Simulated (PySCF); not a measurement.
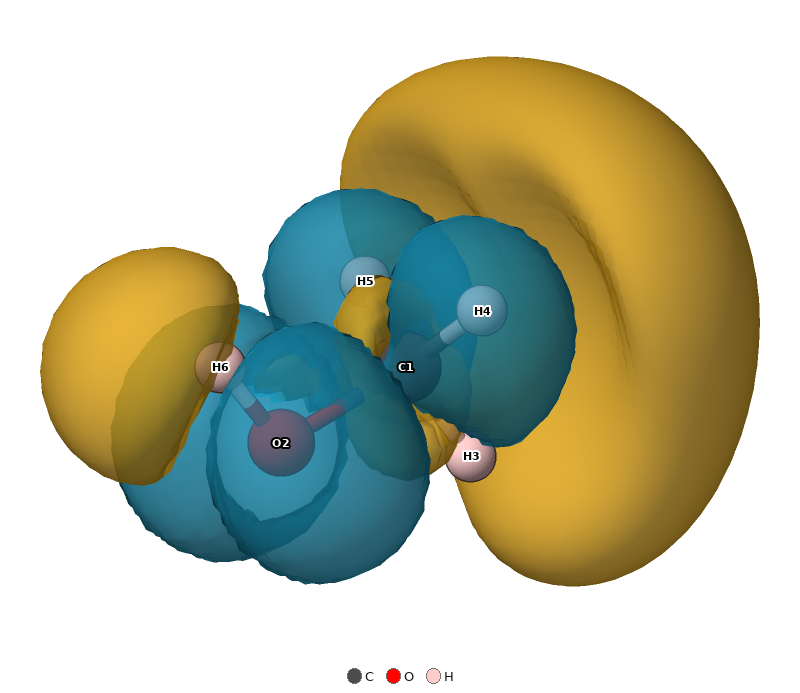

Figure 1: CH₄O, SMILES `CO`. Unrelaxed difference density of S₂ less the ground state (full linear response singlet states), ±0.006 e/Å³; yellow: gain, teal: loss.

Computed with PySCF, PBE0/aug-cc-pVDZ, geometry: GFN2-xTB. No frequency check shows the geometry to be a minimum.

Coordinates in Å:

```
C1       0.6597    0.0200    0.0001
O2      -0.7392   -0.1228   -0.0000
H3       1.0734   -0.9866   -0.0062
H4       1.0137    0.5436    0.8946
H5       1.0127    0.5544   -0.8889
H6      -1.1443    0.7507    0.0004
```

How does the charge move on excitation?

0.89 e is displaced in all, largely into diffuse regions outside the molecule. The state: 7.26 eV (171 nm), f = 0.030, diffuse (Rydberg-like) orbital; the leading pair carries 100 %; hole on O2 (64 %), C1 (15 %) and H4 and H5 (8 % each), electron on C1 (22 %), H3 (21 %) and H4 and H5 (19 % each) (atom shares of so diffuse an orbital are rough); their centroids lie 1.8 Å apart.
